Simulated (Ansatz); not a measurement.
The calculation's input:

```
crystal:
  periodic: [false, false, false]
  atoms:
    - { symbol: F, position_ang: [2.0237, -0.9966, -0.9681] }
    - { symbol: C, position_ang: [0.8462, -0.2351, -0.8007] }
    - { symbol: C, position_ang: [-0.2898, -0.3986, -0.2342] }
    - { symbol: C, position_ang: [-0.9996, 0.0055, 0.6499] }
    - { symbol: S, position_ang: [0.5585, 1.1873, 0.5968] }
    - { symbol: H, position_ang: [-1.16408, -1.00938, -0.45935] }
magnetization:
  spin_polarized: true
basis:
  gaussian: { orbitals: def2-SVP }
hamiltonian:
  xc: b3lyp
  dispersion: d4
relax:
  f_tol: 0.02
  max_steps: 50
output:
  orbitals: {}
```

Launched as:

```sh
ansatz run input.yaml --threads 2 --pin off --max-ram 3072MiB --backend cpu --events-out ev --progress --plain --runs-dir out
```

The fields are those of the run's last geometry, not of the input's.

Theory: UKS B3LYP-D4/def2-SVP (Ansatz 0.2.0).

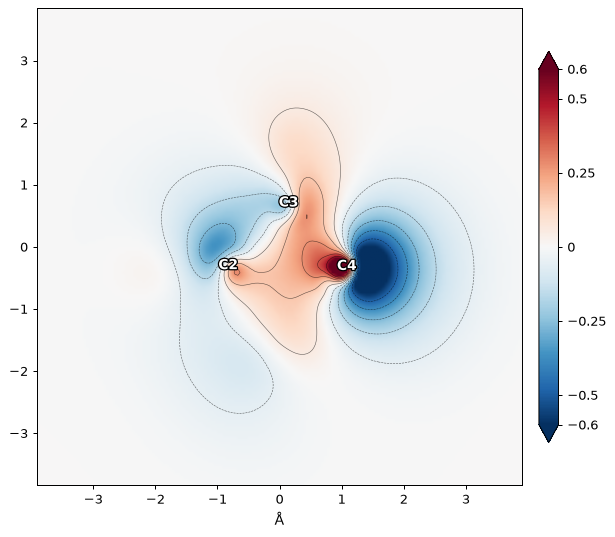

C₃HFS. The HOMO−1 on the plane of atoms C2, C3 and C4 (values in Å⁻³ᐟ²; the overall sign is arbitrary).

Where does this orbital lie, and at what energy?

Its weight (Hirshfeld) is mainly on C4 (about 60 %), C2 (about 15 %), S5 (about 10 %) and C3 (about 10 %). Its energy is −7.09 eV.
